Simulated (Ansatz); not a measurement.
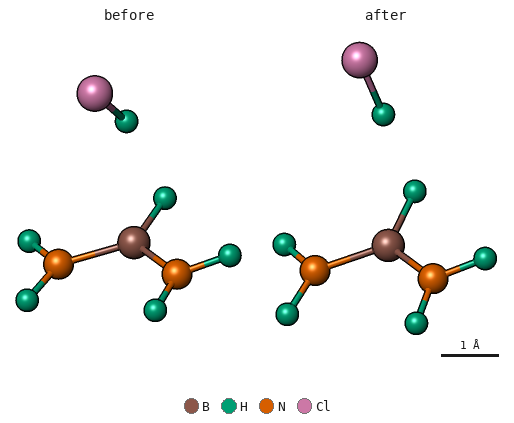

The structure of BN$_{2}$H$_{6}$Cl before (left) and after (right) a relaxation, at one scale.

The picture is a ball-and-stick view, seen at a tilt.

The run prepares an end point of a later path (reaction) calculation, from a guessed geometry.

Method: RKS B3LYP-D4/def2-SVP in Ansatz.

Input
```yaml
crystal:
  periodic: [false, false, false]
  atoms:
    - { symbol: B, position_ang: [-0.032424, -0.230334, -0.160647] }
    - { symbol: H, position_ang: [-0.051331, -0.678667, 0.954908] }
    - { symbol: "N", position_ang: [1.226495, -0.005552, -0.758873] }
    - { symbol: H, position_ang: [2.096738, -0.146502, -0.26548] }
    - { symbol: H, position_ang: [1.349889, 0.387481, -1.683892] }
    - { symbol: "N", position_ang: [-1.265828, -0.059959, -0.822047] }
    - { symbol: H, position_ang: [-2.150964, -0.18117, -0.349606] }
    - { symbol: H, position_ang: [-1.354263, 0.346035, -1.745584] }
    - { symbol: Cl, position_ang: [-0.167015, 2.39517, 1.436455] }
    - { symbol: H, position_ang: [-0.037096, 1.074496, 1.564468] }
basis:
  gaussian: { orbitals: def2-SVP }
hamiltonian:
  xc: b3lyp
  dispersion: d4
relax:
  f_tol: 0.03
  max_steps: 50
```

Run as
```bash
ansatz run input.yaml --threads 2 --pin off --max-ram 3072MiB --backend cpu --events-out ev --progress --plain --runs-dir out
```

Summarise the run.

Answer. The energy falls by 11.6 kJ/mol in 8 accepted moves (11 points after the start). The largest force component goes from 1 to 0.022 eV/Å. The line search rejected the trial steps at points 3, 6, 10 of the run. The forces were under the threshold at step 8, but the run went on from there. The atom that moves furthest after the best rigid fit is Cl9 (0.63 Å). By element the largest moves are Cl 0.63 Å, H 0.29 Å, N 0.11 Å, B 0.08 Å. Among the contacts that change: Cl9–H10 1.333 → 1.300 Å, B1–H2 1.202 → 1.218 Å.
